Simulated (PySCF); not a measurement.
**C₃H₉AlOS: density, localisation and related maps**

The calculation's input:

```
{"job": {"kind": "nmr", "xc": "PBE0", "basis": "pcSseg-1"}, "charge": 0, "multiplicity": 1}
C     -2.781502    -0.320720     1.023488
C     -2.212727     0.620227    -0.028902
O     -0.820031     0.496208    -0.113595
Al     0.806977     0.311142    -0.080295
S      1.905755    -0.833701    -1.605919
C      3.584629    -0.569301    -0.921082
H     -3.861559    -0.211681     1.076914
H     -2.349763    -0.092329     1.995376
H     -2.538208    -1.349511     0.767419
H     -2.643715     0.390120    -1.009460
H     -2.454982     1.658516     0.226085
H      1.626870     0.959244     1.031188
H      4.184947    -0.070302    -1.675314
H      3.535165     0.042389    -0.017173
H      4.013728    -1.539277    -0.690642
```

Command:

```sh
OMP_NUM_THREADS=1 python probes_run.py task.json out
```

Geometry: GFN2-xTB.

All numbers below come from PySCF 2.14.0, PBE0/pcSseg-1, SCF density, gas phase, non-relativistic.

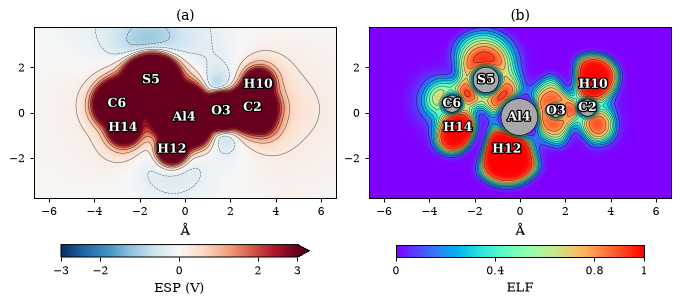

Figure 1. (a) molecular electrostatic potential; (b) electron localisation function on the plane of atoms O3, Al4 and S5. Grey discs cover the atomic cores in the ELF map.

Question: Read the bonding off the picture.

Answer: Atoms in the plane: C, O, Al, S and H. C–O (1.40 Å): the ELF peaks at about 0.90 between the atoms (a polar covalent bond). Al–O (1.64 Å): the ELF peaks at about 0.80 in the valence shell of O, 0.5 Å from its nucleus, and is about 0.30 at the midpoint. C–S (1.83 Å): the ELF peaks at about 0.90 between the atoms; localised, covalent bonding. Al–S (2.20 Å): the ELF peaks at about 0.90 in the valence shell of S, 1.0 Å from its nucleus, and is about 0.90 at the midpoint. C–H (1.10 Å): the ELF climbs to about 1 towards the hydrogen, as it does in any bond to H (an ordinary covalent bond to hydrogen). The ELF also peaks beside O3 and S5, away from the bonds: lone-pair regions. Outside the dense part of the molecule the potential is most negative (−1.1 V) near S5.

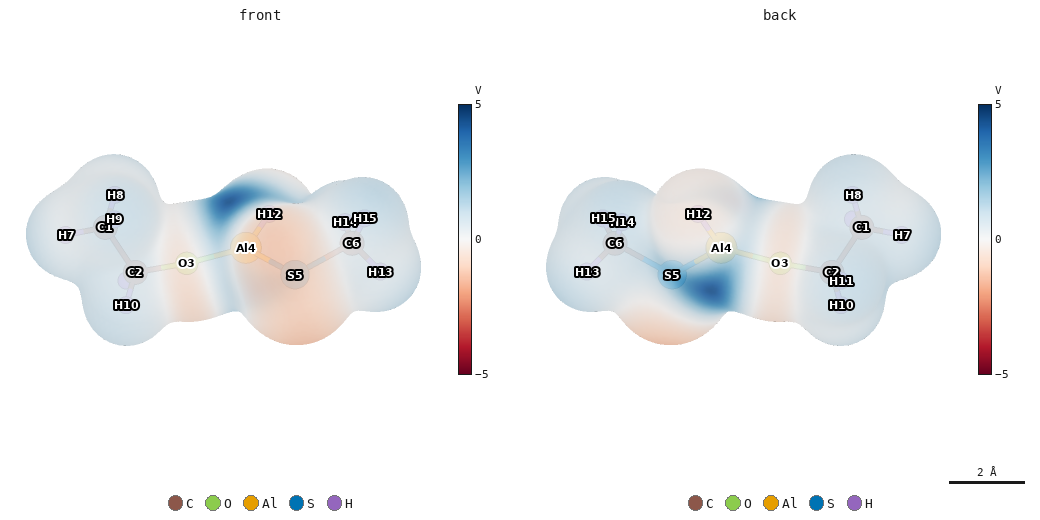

Figure 2. The electrostatic potential painted on the density surface at 0.004 e/bohr³, seen from the front and from behind; red is negative and blue positive.

Question: Describe the electrostatic potential map.

Answer: The most negative region (about −1.2 V, or −28 kcal/mol for a unit charge) lies over S5, the most positive (about +3.9 V, or +90 kcal/mol for a unit charge) over Al4.

Question: What dipole moment does the calculation give?

Answer: Its dipole moment is 1.52 D.
